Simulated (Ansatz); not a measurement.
# C2H2AlF: a spread of methods and bases

Aim: run C2H2AlF under a spread of inputs, and see what each costs and gives.

Computed with Ansatz 0.2.0, Gaussian basis. Level: the settings change from run to run.

**1. The molecule**

The geometry comes from an earlier relaxation with PBE0-D4 in a triple-zeta def2 set; it is a stationary point.

6 atoms, charge 0, spin multiplicity 1.

Atoms are counted from 1 here; the program's logs count them from 0.

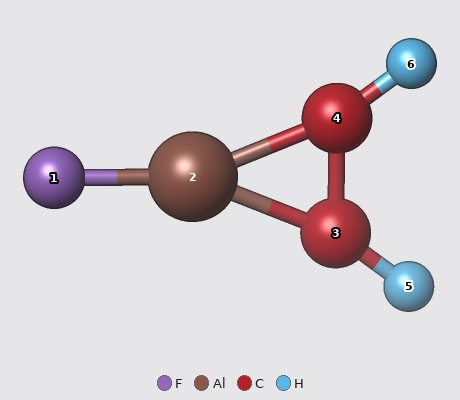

The structure; fluorine purple, aluminium brown, carbon red, hydrogen blue; atoms are numbered from 1 in the order of the file.

As a file:

```
F    -1.75720   -1.78700    1.22385
Al   -0.72154   -0.74411    0.50080
C     0.88755   -0.03869   -0.03027
C    -0.17933    0.71634   -0.46973
H     1.94287    0.16118   -0.20839
H    -0.13035    1.62828   -1.06245
```

**2. revPBE0/pcseg-2**

Set apart from the defaults: D4 dispersion, the search for lower states set to full.

in.yaml

```yaml
crystal:
  periodic: [false, false, false]
  atoms:
    - {symbol: F, position_ang: [-1.757204, -1.787000, 1.223845]}
    - {symbol: Al, position_ang: [-0.721541, -0.744107, 0.500804]}
    - {symbol: C, position_ang: [0.887555, -0.038694, -0.030274]}
    - {symbol: C, position_ang: [-0.179329, 0.716336, -0.469731]}
    - {symbol: H, position_ang: [1.942868, 0.161182, -0.208393]}
    - {symbol: H, position_ang: [-0.130349, 1.628281, -1.062451]}
basis:
  gaussian: {orbitals: pcseg-2}
hamiltonian: {xc: {name: revPBE0}, dispersion: d4}
scf: {lower_state_search: full}
```

Started as:

```sh
> ansatz run in.yaml --threads 2 --pin off --events-out ev --progress --plain --max-ram 4352MiB
```

Standard output:

```text
Functional definition: revPBE0
  name "revPBE0"
  cite "Zhang & Yang, Phys. Rev. Lett. 80, 890 (1998) doi:10.1103/PhysRevLett.80.890"
  cite "Adamo & Barone, J. Chem. Phys. 110, 6158 (1999) doi:10.1063/1.478522"
  cite "Perdew, Burke & Ernzerhof, Phys. Rev. Lett. 77, 3865 (1996) doi:10.1103/PhysRevLett.77.3865"
  parameter a = 0.25
  parameter kappa = 1.245
  parameter beta = 0.06672455060314922
  exchange = (1 - a)*pbe_x(kappa = kappa, mu = beta*pi^2/3) + a*exact_x
  correlation = pbe_c(beta = beta)
853 factors; their error is unknown
mean field evaluation 1: about -11408.6330 eV, gradient 6.6e1 eV
mean field evaluation 2: about -11393.4000 eV, gradient 9.8e1 eV
mean field evaluation 4: about -11418.3812 eV, gradient 7.8e0 eV
mean field evaluation 8: about -11418.5169 eV, gradient 2.9e-1 eV
mean field evaluation 16: about -11408.6716 eV, gradient 6.6e1 eV
mean field -11418.51704158 eV, -419.6227615292 hartree, gradient 9.9e-6 eV, S^2 0.000000; 0 other end points of the search recorded, 0 dependent functions left out
reference -11418.51708266 eV, -419.6227630389 hartree; 18, 18 occupied and 134, 134 virtual orbitals, 853 factors
Total energy: -11418.75562002 eV, -419.6315291253 hartree
```

It took 2.1 s on 2 threads of Arm Neoverse V1, shared host; peak memory 0.26 GiB.

**3. BHLYP/def2-mTZVPP**

This run has D3(BJ) with three-body dispersion.

Edit in.yaml of step 2 so:

```diff
@@ -10,4 +10,4 @@
 basis:
-  gaussian: {orbitals: pcseg-2}
-hamiltonian: {xc: {name: revPBE0}, dispersion: d4}
-scf: {lower_state_search: full}
+  gaussian: {orbitals: def2-mTZVPP}
+hamiltonian: {xc: {name: BHLYP}, dispersion: d3bjatm}
+output: {forces: true}
```

Same command.

Standard output, cut to the lines that bear on the results:

```text
Functional definition: BHLYP
  name "BHLYP"
  cite "Becke, J. Chem. Phys. 98, 1372 (1993) doi:10.1063/1.464304"
  cite "Becke, Phys. Rev. A 38, 3098 (1988) doi:10.1103/PhysRevA.38.3098"
  cite "Lee, Yang & Parr, Phys. Rev. B 37, 785 (1988) doi:10.1103/PhysRevB.37.785"
[...]
851 factors; integrals over basis functions are off by at most 7.1e-4 eV
[...]
mean field -11419.62600079 eV, -419.6635150286 hartree, gradient 1.2e-5 eV, S^2 0.000000; 0 other end points of the search recorded, 0 dependent functions left out
[...]
reference -11419.62615361 eV, -419.6635206446 hartree; 18, 18 occupied and 76, 76 virtual orbitals, 851 factors
Total energy: -11419.77439870 eV, -419.6689685511 hartree
Atom 0 at    -1.757204    -1.787000     1.223845 Å, force     0.120484     0.121534    -0.084252 eV/Å
Atom 1 at    -0.721541    -0.744107     0.500804 Å, force     0.055913     0.055864    -0.038746 eV/Å
Atom 2 at     0.887555    -0.038694    -0.030274 Å, force    -0.135412     0.258167    -0.160363 eV/Å
Atom 3 at    -0.179329     0.716336    -0.469731 Å, force     0.324169    -0.067837     0.028409 eV/Å
Atom 4 at     1.942868     0.161182    -0.208393 Å, force    -0.340099    -0.072561     0.062429 eV/Å
Atom 5 at    -0.130349     1.628281    -1.062451 Å, force    -0.025054    -0.295168     0.192523 eV/Å
Dipole moment:     0.078826     0.079471    -0.055095 e Å
```

It took 1.7 s on 2 threads of Arm Neoverse V1, shared host.

Largest force 0.353 eV/Å, dipole 0.60 D.

**4. HSE06/ANO-RCC-VTZP**

This run has high accuracy, the search for lower states set to light.

Edit in.yaml of step 3 so:

```diff
@@ -10,4 +10,5 @@
 basis:
-  gaussian: {orbitals: def2-mTZVPP}
-hamiltonian: {xc: {name: BHLYP}, dispersion: d3bjatm}
-output: {forces: true}
+  gaussian: {orbitals: ANO-RCC-VTZP}
+hamiltonian: {xc: {name: HSE06}}
+accuracy: high
+scf: {lower_state_search: light}
```

Launched as before.

Standard output, cut to the lines that bear on the results:

```text
Functional definition: HSE06
  name "HSE06"
  cite "Heyd, Scuseria & Ernzerhof, J. Chem. Phys. 118, 8207 (2003) doi:10.1063/1.1564060"
  cite "Krukau, Vydrov, Izmaylov & Scuseria, J. Chem. Phys. 125, 224106 (2006) doi:10.1063/1.2404663"
  cite "Heyd & Scuseria, J. Chem. Phys. 120, 7274 (2004) doi:10.1063/1.1668634"
  cite "Ernzerhof & Perdew, J. Chem. Phys. 109, 3313 (1998) doi:10.1063/1.476928"
  cite "Perdew, Burke & Ernzerhof, Phys. Rev. Lett. 77, 3865 (1996) doi:10.1103/PhysRevLett.77.3865"
  parent pbe
[...]
  # The whole range is PBE's own exchange, as in plane waves. The composition of these papers is wPBEh.
[...]
2762 factors; integrals over basis functions are off by at most 2.8e-9 eV
119 factors; integrals over basis functions are off by at most 1.1e-9 eV
[...]
mean field -11428.89614311 eV, -420.0041864754 hartree, gradient 4.6e-8 eV, S^2 0.000000; 0 other end points of the search recorded, 0 dependent functions left out
reference -11428.89614906 eV, -420.0041866939 hartree; 18, 18 occupied and 134, 134 virtual orbitals, 2762 factors
Total energy: -11428.89614906 eV, -420.0041866939 hartree
Relativity: scalar
```

It took 54 s on 2 threads of Arm Neoverse V1, shared host; peak memory 0.68 GiB.

**5. revPBE/pcseg-2**

Set apart from the defaults: charge -1, multiplicity 2, atoms shaken by 0.15 Å, a grid of angular degree 23, the search for lower states set to light.

in.yaml

```yaml
crystal:
  periodic: [false, false, false]
  atoms:
    - {symbol: F, position_ang: [-1.655360, -1.449407, 1.274767]}
    - {symbol: Al, position_ang: [-1.060093, -0.981698, 0.626094]}
    - {symbol: C, position_ang: [0.805727, 0.024937, -0.168263]}
    - {symbol: C, position_ang: [-0.169278, 0.667628, -0.567550]}
    - {symbol: H, position_ang: [1.875617, 0.157026, -0.072862]}
    - {symbol: H, position_ang: [-0.124521, 1.643368, -1.121355]}
basis:
  gaussian: {orbitals: pcseg-2, final_grid: {core_spheres: 8, valence_spheres: 7, degree: 23}}
total_charge: -1
magnetization: {spin_polarized: true, initial_magnetization: 1}
hamiltonian: {xc: {name: revPBE}}
scf: {lower_state_search: light}
```

Same command.

Standard output:

```text
Functional definition: revPBE
  name "revPBE"
  cite "Zhang & Yang, Phys. Rev. Lett. 80, 890 (1998) doi:10.1103/PhysRevLett.80.890"
  cite "Perdew, Burke & Ernzerhof, Phys. Rev. Lett. 77, 3865 (1996) doi:10.1103/PhysRevLett.77.3865"
  parameter kappa = 1.245
  parameter beta = 0.06672455060314922
  exchange = pbe_x(kappa = kappa, mu = beta*pi^2/3)
  correlation = pbe_c(beta = beta)
839 factors; their error is unknown
mean field evaluation 1: about -11362.8896 eV, gradient 6.5e1 eV
mean field evaluation 2: about -11133.0079 eV, gradient 1.4e2 eV
mean field evaluation 4: about -11386.4628 eV, gradient 2.8e1 eV
mean field evaluation 8: about -11389.6120 eV, gradient 6.5e-1 eV
mean field evaluation 16: about -11389.5728 eV, gradient 2.0e-3 eV
mean field evaluation 32: about -11388.7375 eV, gradient 5.2e0 eV
mean field -11389.57277771 eV, -418.5590794512 hartree, gradient 2.3e-5 eV, S^2 0.757472; 5 other end points of the search recorded, 0 dependent functions left out
reference -11389.57282769 eV, -418.5590812880 hartree; 19, 18 occupied and 133, 134 virtual orbitals, 839 factors
Total energy: -11389.57282769 eV, -418.5590812880 hartree
```

Wall time 4.5 s (2 threads of Arm Neoverse V1, shared host); peak memory 0.28 GiB.

⟨S²⟩ 0.757.

**6. r2SCAN/aug-cc-pVTZ**

This run has charge +1, multiplicity 2, atoms shaken by 0.15 Å, D3(BJ) with three-body dispersion.

in.yaml

```yaml
crystal:
  periodic: [false, false, false]
  atoms:
    - {symbol: F, position_ang: [-1.537177, -1.755907, 1.382654]}
    - {symbol: Al, position_ang: [-0.950594, -0.651635, 0.672581]}
    - {symbol: C, position_ang: [0.542990, -0.023272, 0.065563]}
    - {symbol: C, position_ang: [-0.606786, 0.843513, -0.470708]}
    - {symbol: H, position_ang: [2.128991, 0.246926, -0.321531]}
    - {symbol: H, position_ang: [-0.448505, 1.922907, -0.943344]}
basis:
  gaussian: {orbitals: aug-cc-pVTZ}
total_charge: 1
magnetization: {spin_polarized: true, initial_magnetization: 1}
hamiltonian: {xc: {name: r2SCAN}, dispersion: d3bjatm}
output: {forces: true}
```

Same command.

Standard output, cut to the lines that bear on the results:

```text
Functional definition: r2SCAN
  name "r2SCAN"
  cite "Furness, Kaplan, Ning, Perdew & Sun, J. Phys. Chem. Lett. 11, 8208 (2020) doi:10.1021/acs.jpclett.0c02405"
  cite "Furness, Kaplan, Ning, Perdew & Sun, J. Phys. Chem. Lett. 11, 9248 (2020) doi:10.1021/acs.jpclett.0c03077"
  parent r2scan
[...]
1080 factors; their error is unknown
[...]
mean field -11405.81755461 eV, -419.1560639912 hartree, gradient 2.9e-5 eV, S^2 0.783340; 5 other end points of the search recorded, 0 dependent functions left out
[...]
reference -11405.81757246 eV, -419.1560646472 hartree; 18, 17 occupied and 216, 217 virtual orbitals, 1080 factors
Total energy: -11405.84526991 eV, -419.1570825095 hartree
Atom 0 at    -1.537177    -1.755907     1.382654 Å, force    -4.737957    -7.878051     5.208414 eV/Å
Atom 1 at    -0.950594    -0.651635     0.672581 Å, force     1.216422     5.129767    -3.047210 eV/Å
Atom 2 at     0.542990    -0.023272     0.065563 Å, force     0.550875     6.396487    -4.618962 eV/Å
Atom 3 at    -0.606786     0.843513    -0.470708 Å, force     7.488792    -0.799819     0.808347 eV/Å
Atom 4 at     2.128991     0.246926    -0.321531 Å, force    -3.288054    -0.704600     0.715336 eV/Å
Atom 5 at    -0.448505     1.922907    -0.943344 Å, force    -1.230078    -2.143783     0.934074 eV/Å
Dipole moment:     0.484985     0.774214    -0.419683 e Å
```

Run time: 27 s. Hardware: 2 threads of Arm Neoverse V1, shared host; peak memory 0.38 GiB.

Largest force 10.566 eV/Å, ⟨S²⟩ 0.783.

**7. r2SCAN0/def2-TZVP**

This run has high accuracy.

in.yaml

```yaml
crystal:
  periodic: [false, false, false]
  atoms:
    - {symbol: F, position_ang: [-1.757204, -1.787000, 1.223845]}
    - {symbol: Al, position_ang: [-0.721541, -0.744107, 0.500804]}
    - {symbol: C, position_ang: [0.887555, -0.038694, -0.030274]}
    - {symbol: C, position_ang: [-0.179329, 0.716336, -0.469731]}
    - {symbol: H, position_ang: [1.942868, 0.161182, -0.208393]}
    - {symbol: H, position_ang: [-0.130349, 1.628281, -1.062451]}
basis:
  gaussian: {orbitals: def2-TZVP}
hamiltonian: {xc: {name: r2SCAN0}}
accuracy: high
output: {forces: true}
```

Same command.

Standard output, cut to the lines that bear on the results:

```text
Functional definition: r2SCAN0
  name "r2SCAN0"
  cite "Bursch, Neugebauer, Ehlert & Grimme, J. Chem. Phys. 156, 134105 (2022) doi:10.1063/5.0086040"
  cite "Furness, Kaplan, Ning, Perdew & Sun, J. Phys. Chem. Lett. 11, 8208 (2020) doi:10.1021/acs.jpclett.0c02405"
  cite "Furness, Kaplan, Ning, Perdew & Sun, J. Phys. Chem. Lett. 11, 9248 (2020) doi:10.1021/acs.jpclett.0c03077"
  parent r2scan
[...]
2386 factors; integrals over basis functions are off by at most 4.8e-9 eV
[...]
mean field -11418.36511523 eV, -419.6171783390 hartree, gradient 2.9e-8 eV, S^2 0.000000; 0 other end points of the search recorded, 0 dependent functions left out
[...]
reference -11418.36511596 eV, -419.6171783655 hartree; 18, 18 occupied and 124, 124 virtual orbitals, 2386 factors
Total energy: -11418.36511596 eV, -419.6171783655 hartree
Atom 0 at    -1.757204    -1.787000     1.223845 Å, force     0.177436     0.178873    -0.124006 eV/Å
Atom 1 at    -0.721541    -0.744107     0.500804 Å, force    -0.032190    -0.032843     0.022756 eV/Å
Atom 2 at     0.887555    -0.038694    -0.030274 Å, force    -0.082497     0.053887    -0.030577 eV/Å
Atom 3 at    -0.179329     0.716336    -0.469731 Å, force     0.076692    -0.059454     0.034440 eV/Å
Atom 4 at     1.942868     0.161182    -0.208393 Å, force    -0.158794    -0.007360     0.011847 eV/Å
Atom 5 at    -0.130349     1.628281    -1.062451 Å, force     0.019353    -0.133104     0.085540 eV/Å
Dipole moment:     0.074610     0.075219    -0.052147 e Å
```

Run time: 17 s. Hardware: 2 threads of Arm Neoverse V1, shared host; peak memory 0.55 GiB.

Largest force 0.281 eV/Å, dipole 0.57 D.

**8. LC-wPBE/ANO-RCC-VTZP**

This run has charge +1, multiplicity 2, density fitting with cc-pVTZ-jkfit.

Edit in.yaml of step 7 so:

```diff
@@ -10,5 +10,6 @@
 basis:
-  gaussian: {orbitals: def2-TZVP}
-hamiltonian: {xc: {name: r2SCAN0}}
-accuracy: high
+  gaussian: {orbitals: ANO-RCC-VTZP, fitting: {mean_field: cc-pVTZ-jkfit}}
+total_charge: 1
+magnetization: {spin_polarized: true, initial_magnetization: 1}
+hamiltonian: {xc: {name: LC-wPBE}}
 output: {forces: true}
```

Launched as before.

Standard output, cut to the lines that bear on the results:

```text
Functional definition: LC-wPBE
  name "LC-wPBE"
  cite "Vydrov & Scuseria, J. Chem. Phys. 125, 234109 (2006) doi:10.1063/1.2409292"
  cite "Heyd & Scuseria, J. Chem. Phys. 120, 7274 (2004) doi:10.1063/1.1668634"
  cite "Ernzerhof & Perdew, J. Chem. Phys. 109, 3313 (1998) doi:10.1063/1.476928"
  cite "Perdew, Burke & Ernzerhof, Phys. Rev. Lett. 77, 3865 (1996) doi:10.1103/PhysRevLett.77.3865"
  parent pbe
[...]
418 factors; integrals over basis functions are off by at most 1.2e0 eV
418 factors; integrals over basis functions are off by at most 6.2e-3 eV
[...]
mean field -11422.89334916 eV, -419.7835878664 hartree, gradient 5.8e-5 eV, S^2 0.756357; 4 other end points of the search recorded, 0 dependent functions left out
[...]
reference -11422.89334917 eV, -419.7835878668 hartree; 18, 17 occupied and 134, 135 virtual orbitals, 418 factors
Total energy: -11422.89334917 eV, -419.7835878668 hartree
Relativity: scalar
Atom 0 at    -1.757204    -1.787000     1.223845 Å, force     0.609025     0.613385    -0.425258 eV/Å
Atom 1 at    -0.721541    -0.744107     0.500804 Å, force    -2.631049    -2.649058     1.836617 eV/Å
Atom 2 at     0.887555    -0.038694    -0.030274 Å, force    -2.874789     4.288513    -2.643409 eV/Å
Atom 3 at    -0.179329     0.716336    -0.469731 Å, force     5.503692    -1.641612     0.808287 eV/Å
Atom 4 at     1.942868     0.161182    -0.208393 Å, force     0.329182    -0.753338     0.472543 eV/Å
Atom 5 at    -0.130349     1.628281    -1.062451 Å, force    -0.936062     0.142111    -0.048779 eV/Å
Dipole moment:     0.592405     0.596566    -0.413601 e Å
```

Wall time 9.5 s (2 threads of Arm Neoverse V1, shared host); peak memory 0.31 GiB.

Largest force 5.800 eV/Å, ⟨S²⟩ 0.756.

**9. RPBE/6-31G***

This run has a grid of angular degree 47.

Edit in.yaml of step 8 so:

```diff
@@ -10,6 +10,3 @@
 basis:
-  gaussian: {orbitals: ANO-RCC-VTZP, fitting: {mean_field: cc-pVTZ-jkfit}}
-total_charge: 1
-magnetization: {spin_polarized: true, initial_magnetization: 1}
-hamiltonian: {xc: {name: LC-wPBE}}
-output: {forces: true}
+  gaussian: {orbitals: "6-31G*", final_grid: {core_spheres: 20, valence_spheres: 16, degree: 47}}
+hamiltonian: {xc: {name: RPBE}}
```

Launched as before.

Standard output:

```text
Functional definition: RPBE
  name "RPBE"
  cite "Hammer, Hansen & Nørskov, Phys. Rev. B 59, 7413 (1999) doi:10.1103/PhysRevB.59.7413"
  cite "Perdew, Burke & Ernzerhof, Phys. Rev. Lett. 77, 3865 (1996) doi:10.1103/PhysRevLett.77.3865"
  parameter kappa = 0.804
  parameter beta = 0.06672455060314922
  exchange = rpbe_x(kappa = kappa, mu = beta*pi^2/3)
  correlation = pbe_c(beta = beta)
742 factors; their error is unknown
mean field evaluation 1: about -11408.5942 eV, gradient 6.3e1 eV
mean field evaluation 2: about -11366.4736 eV, gradient 1.3e2 eV
mean field evaluation 4: about -11418.0567 eV, gradient 1.6e1 eV
mean field evaluation 8: about -11418.4791 eV, gradient 2.1e-1 eV
mean field evaluation 16: about -11418.4792 eV, gradient 8.1e-6 eV
mean field -11418.47918233 eV, -419.6213702276 hartree, gradient 8.1e-6 eV, S^2 0.000000; 0 other end points of the search recorded, 0 dependent functions left out
reference -11418.47922154 eV, -419.6213716683 hartree; 18, 18 occupied and 50, 50 virtual orbitals, 742 factors
Total energy: -11418.47922154 eV, -419.6213716683 hartree
```

Wall time 1.3 s (2 threads of Arm Neoverse V1, shared host).

**10. CAM-B3LYP/6-31G**

Set apart from the defaults: unrestricted orbitals, density fitting with def2-universal-jkfit, D3(BJ) with three-body dispersion.

Edit in.yaml of step 9 so:

```diff
@@ -10,3 +10,4 @@
 basis:
-  gaussian: {orbitals: "6-31G*", final_grid: {core_spheres: 20, valence_spheres: 16, degree: 47}}
-hamiltonian: {xc: {name: RPBE}}
+  gaussian: {orbitals: 6-31G, fitting: {mean_field: def2-universal-jkfit}}
+magnetization: {spin_polarized: true, initial_magnetization: 0}
+hamiltonian: {xc: {name: CAM-B3LYP}, dispersion: d3bjatm}
```

The command is unchanged.

Standard output, cut to the lines that bear on the results:

```text
Functional definition: CAM-B3LYP
  name "CAM-B3LYP"
  cite "Yanai, Tew & Handy, Chem. Phys. Lett. 393, 51 (2004) doi:10.1016/j.cplett.2004.06.011"
  cite "Iikura, Tsuneda, Yanai & Hirao, J. Chem. Phys. 115, 3540 (2001) doi:10.1063/1.1383587"
  cite "Becke, Phys. Rev. A 38, 3098 (1988) doi:10.1103/PhysRevA.38.3098"
  cite "Lee, Yang & Parr, Phys. Rev. B 37, 785 (1988) doi:10.1103/PhysRevB.37.785"
  cite "Vosko, Wilk & Nusair, Can. J. Phys. 58, 1200 (1980) doi:10.1139/p80-159"
[...]
  # Exact exchange under (alpha + beta erf(omega r))/r, Becke's under what is left of 1/r.
[...]
391 factors; integrals over basis functions are off by at most 3.4e-2 eV
391 factors; integrals over basis functions are off by at most 6.6e-7 eV
[...]
mean field -11415.54549039 eV, -419.5135590373 hartree, gradient 7.0e-6 eV, S^2 0.000000; 0 other end points of the search recorded, 0 dependent functions left out
reference -11415.54560078 eV, -419.5135630938 hartree; 18, 18 occupied and 26, 26 virtual orbitals, 391 factors
Total energy: -11415.62462174 eV, -419.5164670606 hartree
```

Run time: 1.1 s. Hardware: 2 threads of Arm Neoverse V1, shared host.

⟨S²⟩ 0.000.

**11. All runs side by side**

```csv
level,charge,multiplicity,geometry,functions,energy (eV),time
revPBE0/pcseg-2,0,1,relaxed,152,-11418.756,2.1 s
BHLYP/def2-mTZVPP,0,1,relaxed,94,-11419.774,1.7 s
HSE06/ANO-RCC-VTZP,0,1,relaxed,152,-11428.896,54 s
revPBE/pcseg-2,-1,2,shaken,152,-11389.573,4.5 s
r2SCAN/aug-cc-pVTZ,1,2,shaken,234,-11405.845,27 s
r2SCAN0/def2-TZVP,0,1,relaxed,142,-11418.365,17 s
LC-wPBE/ANO-RCC-VTZP,1,2,relaxed,152,-11422.893,9.5 s
RPBE/6-31G*,0,1,relaxed,68,-11418.479,1.3 s
CAM-B3LYP/6-31G,0,1,relaxed,44,-11415.625,1.1 s
```

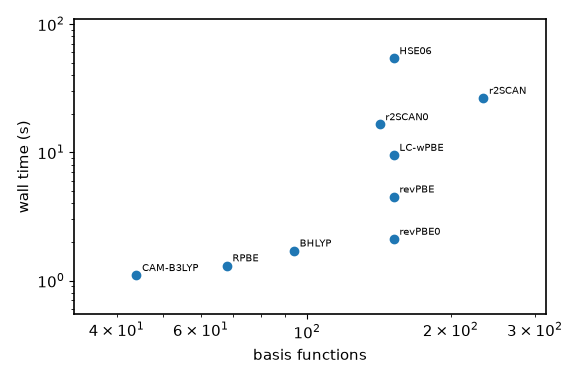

Wall time against the number of basis functions (shared host).

**12. What came out**

| quantity | value |
| --- | --- |
| runs | 9 |
| quickest | CAM-B3LYP/6-31G, 1.1 s |
| slowest | HSE06/ANO-RCC-VTZP, 54 s |
| spread of total energies, same state and geometry | 13.3 eV |
| dipole, same state and geometry | 0.57 to 0.60 D |

What this shows: Run time spans a factor of 49, from CAM-B3LYP/6-31G to HSE06/ANO-RCC-VTZP. The jobs differ in tasks and options as well as level. The totals spread over 13 eV; they can't be compared across methods or bases. Some of these runs are scalar-relativistic and others not, which shifts the totals of all-electron atoms past neon by eV; core potentials, where a basis has them, take the core out of the total altogether. At the PBE0-D4/def2-TZVP geometry and in the same state, runs without warnings or point charges leave forces up to 0.35 eV/Å (BHLYP/def2-mTZVPP).
